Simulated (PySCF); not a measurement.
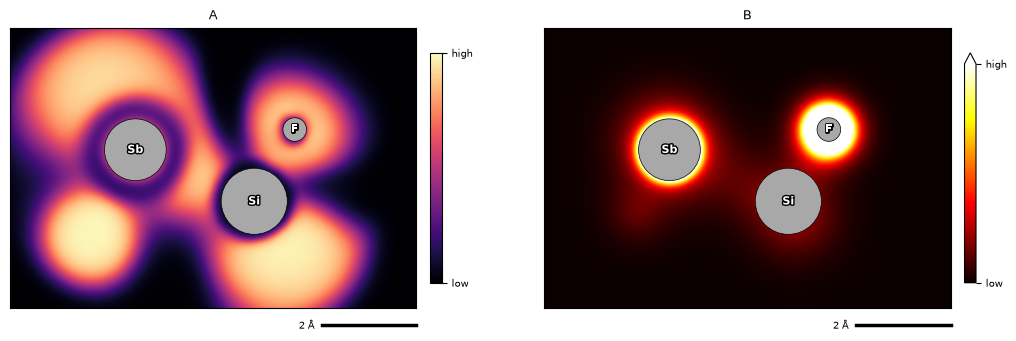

FH3SbSi (SMILES F[SiH-][SbH2]) (charge −1): 2 fields on the plane of atoms F1, Si3 and Sb2, with unlabelled colour scales. Grey discs cover the atomic cores.

Geometry: B3LYP-D3(BJ)/def2-SVPD; core potentials replace the inner electrons of Sb.

The calculation used PySCF 2.14.0, Gaussian-basis quantum chemistry of an isolated molecule with PySCF, energy and nuclear gradient, functional PBE0.

Q: Match the panels to the quantities (electron density and electron localisation function).

A: Panel A: electron localisation function. Panel B: electron density. From the grid: Si–F (1.74 Å): the density is about 0.84 e/Å³ at the midpoint; the ELF peaks at about 0.85 in the valence shell of F, 0.6 Å from its nucleus, and is about 0.55 at the midpoint. Si–Sb (2.74 Å): ρ at the midpoint is about 0.41 e/Å³; the ELF peaks at about 0.90 between the atoms; a covalent bond.
